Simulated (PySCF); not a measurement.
```yaml
atoms:
  - { symbol: F, position_ang: [3.2124, 0.7002, 0.6625] }
  - { symbol: C, position_ang: [2.0779, 0.5266, -0.0237] }
  - { symbol: F, position_ang: [2.4009, -0.2280, -1.1081] }
  - { symbol: O, position_ang: [1.1895, -0.0969, 0.7770] }
  - { symbol: C, position_ang: [-0.1337, -0.1638, 0.2787] }
  - { symbol: C, position_ang: [-0.6399, -1.0892, -0.8420] }
  - { symbol: C, position_ang: [-1.8026, -0.2743, -0.2596] }
  - { symbol: C, position_ang: [-0.9510, 1.0032, -0.3025] }
  - { symbol: C, position_ang: [-1.3145, -0.5685, 1.1662] }
  - { symbol: H, position_ang: [1.7393, 1.5095, -0.4069] }
  - { symbol: H, position_ang: [-0.6281, -2.1540, -0.6396] }
  - { symbol: H, position_ang: [-0.3226, -0.8594, -1.8537] }
  - { symbol: H, position_ang: [-1.2210, 1.8042, 0.3778] }
  - { symbol: H, position_ang: [-0.6718, 1.3709, -1.2852] }
  - { symbol: H, position_ang: [-1.3418, -1.5990, 1.5007] }
  - { symbol: H, position_ang: [-1.6006, 0.1276, 1.9468] }
```

Geometry: GFN2-xTB.

Method: UKS B3LYP, pcH-1 on C F H O, non-relativistic, mean-field spin-orbit, GIAO in PySCF.

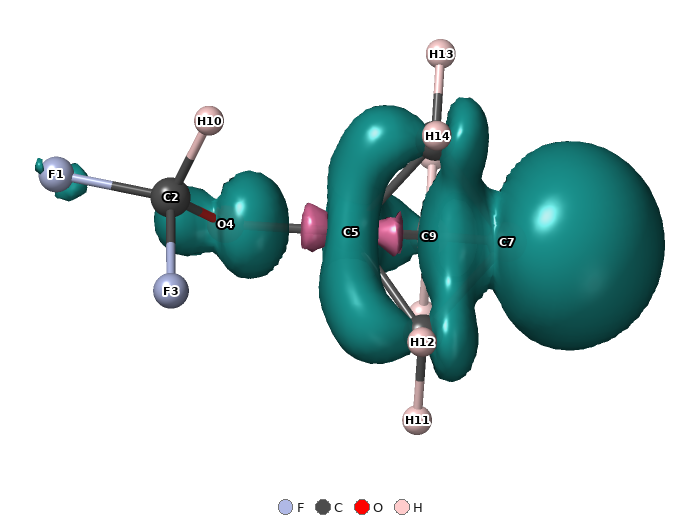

C6H7F2O (SMILES FC(F)OC12C[C](C1)C2) (doublet). Isosurfaces of the spin density at +0.015 (teal) and −0.015 e/Å³ (pink), seen at a tilt.

**Where is the unpaired spin?**

The unpaired spin (1 electron) lies mostly on C7 (about 0.7), in electrons by Hirshfeld's partition.
